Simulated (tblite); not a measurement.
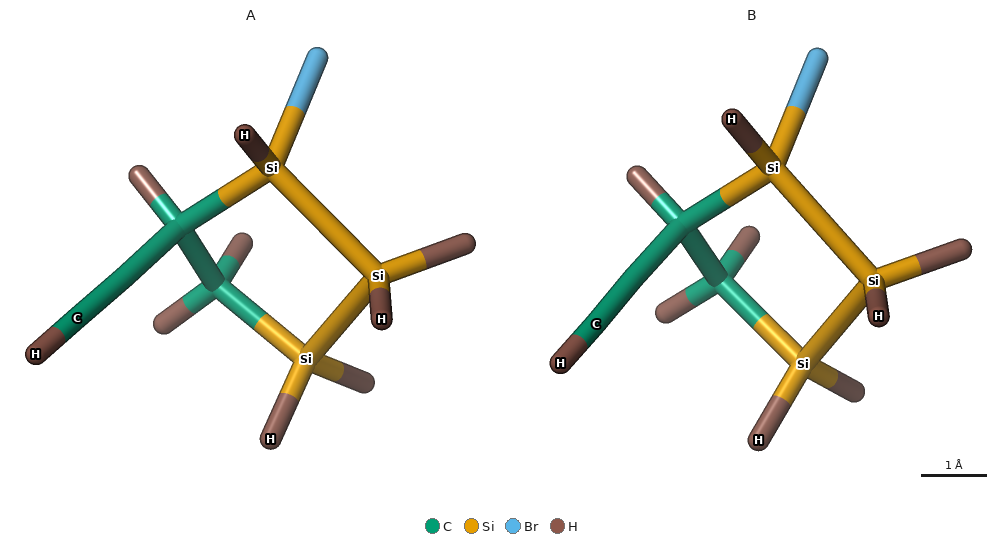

Two geometries of C4H9BrSi3, drawn at one scale. One is the start of a relaxation, the other its converged end. Style: stick. Shown at a tilt.

All numbers below come from GFN2-xTB geometry optimisation, gas phase in tblite. 

Q: Which one is relaxed?

A: Structure B is the relaxed one. After 95 geometry steps the energy has fallen by 6.26 kcal/mol. The atom that moves furthest after the best rigid fit is an H atom (0.39 Å). By element the largest moves are H 0.39 Å, C 0.28 Å, Si 0.12 Å, Br 0.04 Å. Near-neighbour distances that change, for instance: C–Si 1.878 → 1.919 Å, Br–Si 2.222 → 2.260 Å, C–C 1.473 → 1.442 Å, H–Si 1.491 → 1.463 Å. Among the angles between lasting bonds that change: Si–Si–H 113.9° → 130.3°, Br–Si–H 109.4° → 100.8°, H–Si–H 112.8° → 105.5°.
